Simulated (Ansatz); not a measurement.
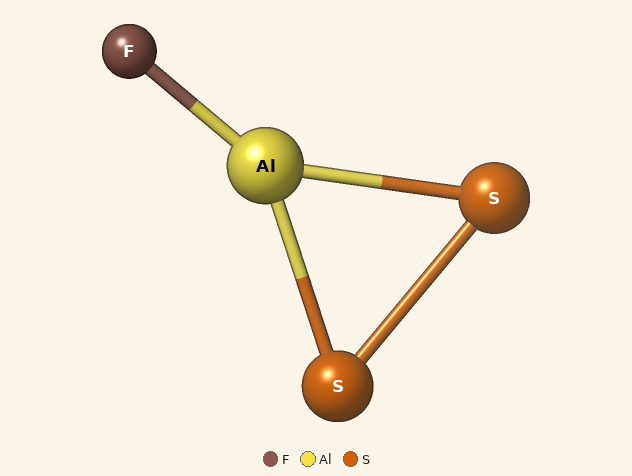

All atoms lie in one plane, which faces the viewer. The geometry was computed by an optimisation with PBE0-D4/def2-TZVP. No frequency run is at hand to confirm it as a minimum.

Question: Which symmetry elements does this geometry have?

Answer: It has 1 C2 axis and 2 mirror planes, so the point group is C2v. The group has 4 operations. The geometry is achiral, and symmetry allows a dipole moment.
